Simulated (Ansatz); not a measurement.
**C2H5B2ClO: molecular dynamics (part 3 of 3)**

C2H5B2ClO; UKS PBE-D4/STO-3G (Ansatz 0.2.0). It belongs to a series of runs on one base structure; here: dynamics from the start.

Geometry of the input (Å):
```
B  -1.1488  -0.2967  -0.5180
C  0.1414  -1.0349  0.1573
B  1.0342  0.1386  0.6235
Cl 2.3695  0.2069  1.7978
C  0.4700  1.4375  -0.0753
O  -0.6865  1.2030  -0.6808
H  -1.4782  -0.6116  -1.6151
H  -2.0960  -0.2214  0.2052
H  -0.0460  -1.8035  0.9317
H  0.6713  -1.5701  -0.6700
H  0.8344  2.4952  -0.1360
```

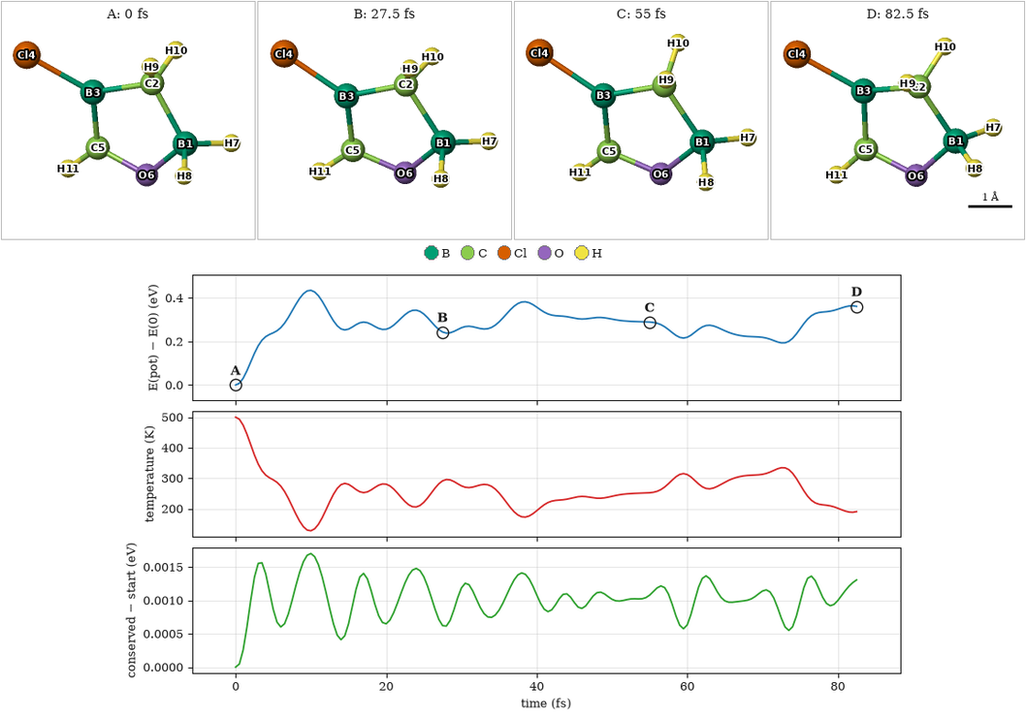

Figure 1. Frames of the molecular dynamics (ball-and-stick, seen at a tilt) above the curves, on which the letters mark them. The trajectory kept here has 166 frames over 82.5 fs. The temperature starts at 500 K, ranges from 128 to 500 K and averages 262 K over the second half. The potential energy ends 0.361 eV above its first value. The conserved quantity stays within 0.0017 eV. After an unweighted best fit of the last frame on the first, the root-mean-square displacement is 0.27 Å.

```
Total energy: -17859.38690507 eV, -656.3203632341 hartree
Atom 0 at    -1.058023    -0.271735    -0.625581 Å, force    -0.016935    -1.361518     0.091377 eV/Å
Atom 1 at     0.057521    -1.009265     0.296512 Å, force     0.781609    -1.271211    -1.999646 eV/Å
Atom 2 at     1.028069     0.097350     0.611833 Å, force     0.434224     1.833967     0.612721 eV/Å
Atom 3 at     2.401841     0.196052     1.738379 Å, force     0.218990    -0.090118     0.007245 eV/Å
Atom 4 at     0.419278     1.449481     0.008696 Å, force    -0.166980     0.048720    -0.267341 eV/Å
Atom 5 at    -0.712616     1.218676    -0.653427 Å, force     0.052024     0.160144     0.427755 eV/Å
Atom 6 at    -0.978611    -0.567300    -1.767221 Å, force    -0.150077    -0.050592    -0.409541 eV/Å
Atom 7 at    -2.148328    -0.490935    -0.249574 Å, force    -0.572426     0.549545     0.083165 eV/Å
Atom 8 at    -0.223907    -1.470291     1.264435 Å, force    -0.262075    -0.578586    -0.239374 eV/Å
Atom 9 at     0.558040    -1.796606    -0.413613 Å, force    -0.759204     0.818429     1.571916 eV/Å
Atom 10 at     0.665048     2.542741     0.019437 Å, force     0.440849    -0.058781     0.121724 eV/Å
Dipole moment:     0.185058     0.366945    -0.004922 e Å
```

**Trajectory as extended XYZ (Å, eV, eV/Å), 9 of the 166 frames kept, from step=0 to step=165**
```
11
Properties=species:S:1:pos:R:3:forces:R:3 step=0 time_fs=0.0 energy=-17859.74811 temperature=500.0
B    -1.1488   -0.2967   -0.5180   -0.0140   0.0013  -0.0121
C     0.1414   -1.0349    0.1573    0.0126   0.0073   0.0021
B     1.0342    0.1386    0.6235    0.0075   0.0031  -0.0039
Cl    2.3695    0.2069    1.7978   -0.0020  -0.0011  -0.0008
C     0.4700    1.4375   -0.0753   -0.0006  -0.0133  -0.0070
O    -0.6865    1.2030   -0.6808   -0.0074  -0.0049  -0.0006
H    -1.4782   -0.6116   -1.6151    0.0021   0.0007   0.0058
H    -2.0960   -0.2214    0.2052    0.0050   0.0000  -0.0021
H    -0.0460   -1.8035    0.9318   -0.0017   0.0040   0.0021
H     0.6713   -1.5701   -0.6700   -0.0049  -0.0027   0.0040
H     0.8344    2.4952   -0.1360    0.0033   0.0055   0.0125
11
Properties=species:S:1:pos:R:3:forces:R:3 step=21 time_fs=10.5 energy=-17859.32092 temperature=134.2
B    -1.1822   -0.2852   -0.5061    0.4217  -0.6385  -0.6232
C     0.0954   -1.0165    0.1650    2.0120  -2.4282   1.2191
B     1.0121    0.1349    0.6391   -0.0072   0.6000   0.5181
Cl    2.3759    0.2048    1.7771    0.1776  -0.1774   0.0295
C     0.4468    1.4741    0.0079   -0.2407  -0.8318  -0.9237
O    -0.6273    1.1709   -0.7134   -0.7956   0.5776  -0.0533
H    -1.4029   -0.7577   -1.5731   -0.1758   0.4948  -0.2677
H    -2.2222   -0.1128    0.0550    0.2760  -0.0790   0.3582
H     0.1286   -1.8919    0.9444   -0.8607   1.6047  -1.0177
H     0.7340   -1.5640   -0.6465   -0.9851   0.9117   0.4605
H     0.7757    2.5369   -0.1305    0.1777  -0.0339   0.3003
11
Properties=species:S:1:pos:R:3:forces:R:3 step=41 time_fs=20.5 energy=-17859.48539 temperature=274.8
B    -1.1742   -0.3214   -0.5337    0.5987   0.6005  -0.1337
C     0.1456   -1.0335    0.2185   -1.7695   0.6832   0.5683
B     0.9848    0.1664    0.6943   -0.1435  -0.2592   0.1789
Cl    2.3870    0.1992    1.7593    0.4128   0.0668   0.4343
C     0.4150    1.4600    0.0219    0.3895  -0.0921  -0.3553
O    -0.6162    1.1681   -0.7481   -0.8083   0.1963  -0.0786
H    -1.4037   -0.6996   -1.6426   -0.0430   0.0445   0.1982
H    -2.1964   -0.0581    0.0540    0.4390  -0.4142   0.1533
H    -0.0614   -1.8260    0.9872    0.4796   0.1745  -0.8307
H     0.6094   -1.3986   -0.7098    0.5660  -0.9051  -0.0884
H     0.7751    2.5246   -0.0016   -0.1213  -0.0953  -0.0465
11
Properties=species:S:1:pos:R:3:forces:R:3 step=62 time_fs=31.0 energy=-17859.47833 temperature=269.2
B    -1.1100   -0.3121   -0.5769   -0.4554   0.6554   0.2112
C     0.1039   -1.0051    0.2496   -0.0960   1.4713  -1.3235
B     0.9455    0.1801    0.7624    0.0282  -0.6529  -0.6674
Cl    2.4096    0.1948    1.7524    0.1125   0.1334   0.4138
C     0.4034    1.4312    0.0045   -0.0166   0.5681   0.1807
O    -0.6469    1.1791   -0.7823    0.4646  -0.0356   0.7566
H    -1.4316   -0.6295   -1.6653    0.0139  -0.4255  -0.0854
H    -2.0391   -0.1676    0.1515   -0.4063   0.0084  -0.1000
H    -0.1227   -1.8220    0.8777   -0.4394  -1.4867   1.5883
H     0.6146   -1.4667   -0.6030    0.9122  -0.2906  -0.5607
H     0.7328    2.4975    0.1058   -0.1177   0.0547  -0.4136
11
Properties=species:S:1:pos:R:3:forces:R:3 step=82 time_fs=41.0 energy=-17859.41346 temperature=213.1
B    -1.0968   -0.2623   -0.6111   -0.8689  -1.5628   0.1843
C     0.0511   -1.0036    0.2268    2.1875  -0.9181  -0.4447
B     0.9191    0.1537    0.7780    0.5671   0.2241  -0.3954
Cl    2.4332    0.1937    1.7561   -0.6278   0.0095  -0.1041
C     0.3956    1.4378    0.0013   -0.0210   0.3601   0.2612
O    -0.6590    1.1908   -0.7766    0.2385   0.0458   0.4561
H    -1.4380   -0.7020   -1.6593    0.0865   0.2412  -0.0535
H    -2.0123   -0.2706    0.1636   -0.4000   0.5130  -0.4292
H    -0.1869   -1.8365    0.9147   -0.3800   0.1672   0.2311
H     0.8413   -1.5498   -0.4484   -1.0648   0.8578   0.3314
H     0.6616    2.5226    0.0400    0.2827   0.0622  -0.0374
11
Properties=species:S:1:pos:R:3:forces:R:3 step=103 time_fs=51.5 energy=-17859.45342 temperature=247.5
B    -1.1402   -0.3209   -0.6219    0.3173   0.0655   0.2006
C     0.0895   -1.0348    0.2146   -0.7717  -0.1458   0.9781
B     0.9371    0.1477    0.7601    0.2512   0.7966  -0.0896
Cl    2.4415    0.1931    1.7577   -0.6111  -0.0183  -0.2528
C     0.3876    1.4753    0.0172    0.1690  -0.5389  -0.0232
O    -0.6593    1.2015   -0.7427   -0.3453  -0.3512  -0.0869
H    -1.4052   -0.7045   -1.7217    0.2672   0.2136   0.0998
H    -2.1688   -0.1724    0.0013    0.4240  -0.1697  -0.1359
H    -0.3569   -1.7344    1.0201    1.2036   0.5471  -1.2088
H     0.9055   -1.5406   -0.4055   -1.0661  -0.3557   0.2459
H     0.7031    2.5504   -0.0488    0.1620  -0.0432   0.2728
11
Properties=species:S:1:pos:R:3:forces:R:3 step=124 time_fs=62.0 energy=-17859.48152 temperature=272.0
B    -1.1457   -0.3753   -0.6177    1.1252   1.6890  -0.1647
C     0.0947   -1.0096    0.2251   -1.8023   0.1147   1.8067
B     0.9740    0.1948    0.7276   -0.2311  -0.8211  -0.3384
Cl    2.4327    0.1924    1.7526   -0.1621   0.0777  -0.0389
C     0.3928    1.4805    0.0292    0.0120  -0.3344  -0.2752
O    -0.6740    1.1944   -0.7094    0.1285   0.0748   0.0218
H    -1.2578   -0.6274   -1.7687    0.1042  -0.2804  -0.1686
H    -2.2177   -0.1472   -0.1788   -0.3059  -0.5212   0.5682
H    -0.2437   -1.7260    1.0379    0.2297   0.8417  -0.1415
H     0.6381   -1.7018   -0.3837    1.2546  -0.8281  -1.2764
H     0.7997    2.5271   -0.0198   -0.3530  -0.0126   0.0070
11
Properties=species:S:1:pos:R:3:forces:R:3 step=144 time_fs=72.0 energy=-17859.55044 temperature=330.9
B    -1.0935   -0.3012   -0.6275   -0.6543  -0.6937   0.1151
C     0.0572   -1.0113    0.2616    1.1255   0.5840  -1.3949
B     0.9956    0.1795    0.6709    0.0734  -1.0575  -0.0588
Cl    2.4187    0.1935    1.7461   -0.0896   0.0654  -0.0265
C     0.4033    1.4568    0.0229    0.1909   0.3802  -0.0105
O    -0.6881    1.1900   -0.6798   -0.2701   0.5168  -0.1884
H    -1.0643   -0.6278   -1.7931   -0.2756   0.2378   0.3732
H    -2.2313   -0.3518   -0.1931    0.6179   0.1987  -0.2842
H    -0.1157   -1.5868    1.1554   -0.8380  -0.7740   1.1000
H     0.4951   -1.7769   -0.4460    0.2873   0.5119   0.4940
H     0.7590    2.5187    0.0199   -0.1675   0.0304  -0.1191
11
Properties=species:S:1:pos:R:3:forces:R:3 step=165 time_fs=82.5 energy=-17859.38688 temperature=190.6
B    -1.0580   -0.2717   -0.6256   -0.0169  -1.3615   0.0914
C     0.0575   -1.0093    0.2965    0.7816  -1.2712  -1.9996
B     1.0281    0.0974    0.6118    0.4342   1.8340   0.6127
Cl    2.4018    0.1961    1.7384    0.2190  -0.0901   0.0072
C     0.4193    1.4495    0.0087   -0.1670   0.0487  -0.2673
O    -0.7126    1.2187   -0.6534    0.0520   0.1601   0.4278
H    -0.9786   -0.5673   -1.7672   -0.1501  -0.0506  -0.4095
H    -2.1483   -0.4909   -0.2496   -0.5724   0.5495   0.0832
H    -0.2239   -1.4703    1.2644   -0.2621  -0.5786  -0.2394
H     0.5580   -1.7966   -0.4136   -0.7592   0.8184   1.5719
H     0.6650    2.5427    0.0194    0.4408  -0.0588   0.1217
```

**Summary**

| quantity | value |
| --- | --- |
| outcome | finished |
| mean temperature over the second half | 262 K |
| trajectory | 165 steps, 82.5 fs |
| ensemble | nve |
| temperature in the input | 500.0 K |
| time step | 0.5 fs |
| potential energy (last step) | −17859.3869 eV |
| mean-field energy (last step) | −17859.1276 eV |
| largest force (length of the vector) (last step) | 2.495 eV/Å |
| hardware | 1 thread of Arm Neoverse N1, 98 GiB of memory available, shared host |
| wall time | 16 min |
| peak memory | 0.12 GiB |

**Notes**

So short a trajectory is not equilibrated.
